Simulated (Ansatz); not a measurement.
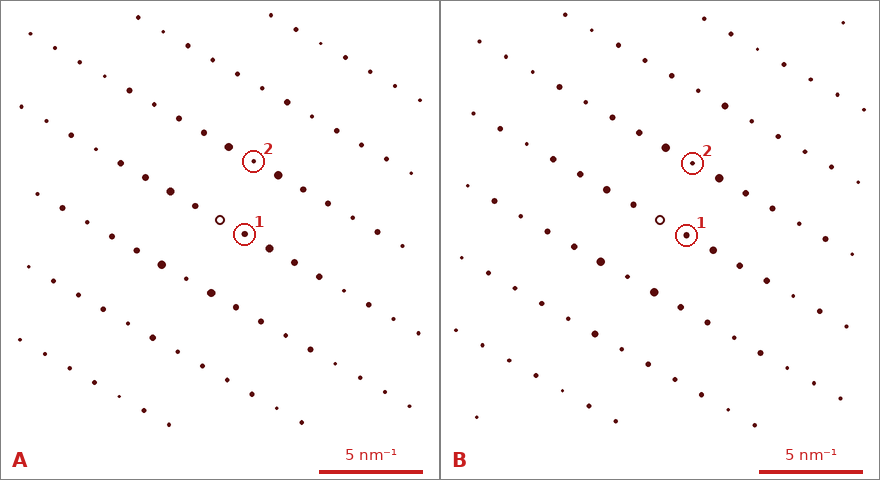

Kinematic electron diffraction patterns (300 kV, B = 0.5 Å², same scale) along [1-10] of the run's own cell, for the start and the end of one relaxation of Mg2TiSb2 with Ansatz, DFT PBE, scalar-relativistic, plane waves, PAW. k mesh 12×12×12. The start is a generated model structure, and the relaxation ends in the nearest stationary point of its symmetry, not necessarily the ground state. Spot 1 is -1 -1 1 and spot 2 is 0 0 -1 in both.

Start structure:

```
CELL_PARAMETERS angstrom
-2.20617 2.20617 6.67087
2.20617 -2.20617 6.67087
2.20617 2.20617 -6.67087
ATOMIC_POSITIONS crystal
Mg 0.59892 0.59892 0.00000
Mg 0.40108 0.40108 0.00000
Ti 0.00000 0.00000 0.00000
Sb 0.25000 0.75000 0.50000
Sb 0.75000 0.25000 0.50000
```

**Which pattern belongs to the start structure, and which to the relaxed one?**

B is the start: its cell gives d(1) = 6.671 Å, d(2) = 3.120 Å and an angle of 90.0°. A is the relaxed structure, with d(1) = 7.163 Å (+7.4 %), d(2) = 3.019 Å (-3.2 %) and 90.0°.

**What did the relaxation do to the structure and the energy?**

The volume changed by +0.6 % to 26.12 Å³ an atom; with the mean shift removed, the atoms moved by up to 0.05 Å relative to the cell (Mg most); the space group stayed I4/mmm (No. 139); the free energy fell by 6.4 meV an atom. Relaxed cell: a = 7.773 Å, b = 7.773 Å, c = 7.773 Å, α = 148.12°, β = 148.12°, γ = 45.71°.
